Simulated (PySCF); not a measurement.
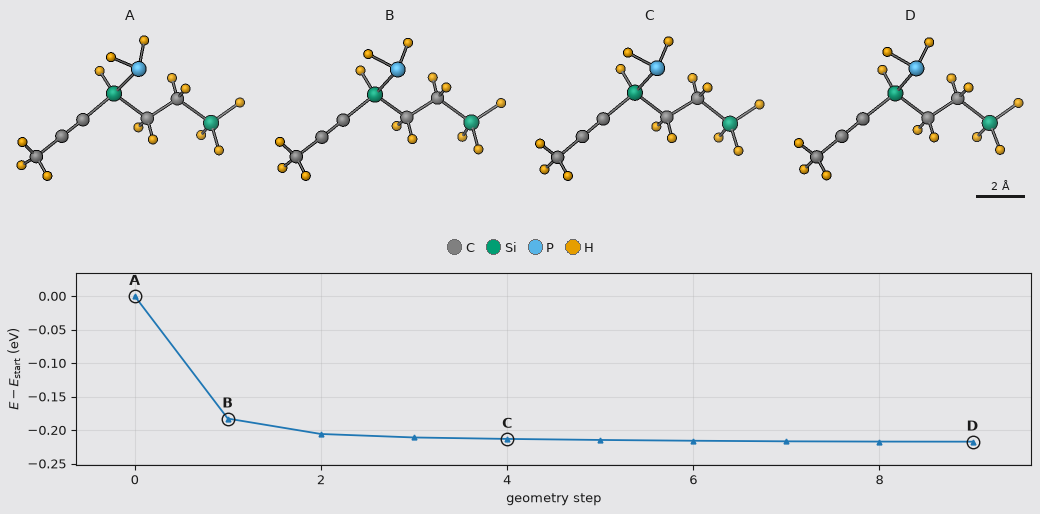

Frames of a relaxation of C5H13PSi2, marked on the history of the run. Style: ball-and-stick. Shown from a free direction.

The start comes from GFN2-xTB. Its atoms were then displaced at random by about 0.01 Å.

Computed with PBE0-D3(BJ)/def2-SVP geometry optimisation, gas phase (PySCF 2.14.0, density-fitted response routines). 

> What happens along the run?

Over 9 geometry steps the energy falls by 0.217 eV. The atom that moves furthest after the best rigid fit is an H atom (0.27 Å). Largest moves by element: H 0.27 Å, P 0.19 Å, C 0.14 Å, Si 0.11 Å. Among the contacts that change: H–P 1.364 → 1.428 Å, C–Si 1.941 → 1.886 Å, C–H 1.060 → 1.101 Å, H–Si 1.465 → 1.496 Å. Bond angles that change, for instance: P–Si–C 104.8° → 108.0°, H–C–H 110.8° → 107.9°, C–C–H 108.2° → 111.0°. From step 0 to 1: an H atom moves most (0.19 Å), energy −0.183 eV. From step 1 to 4: H atoms move most (0.16 Å), energy −0.030 eV. From step 4 to 9: an H atom moves most (0.20 Å), energy −0.004 eV.
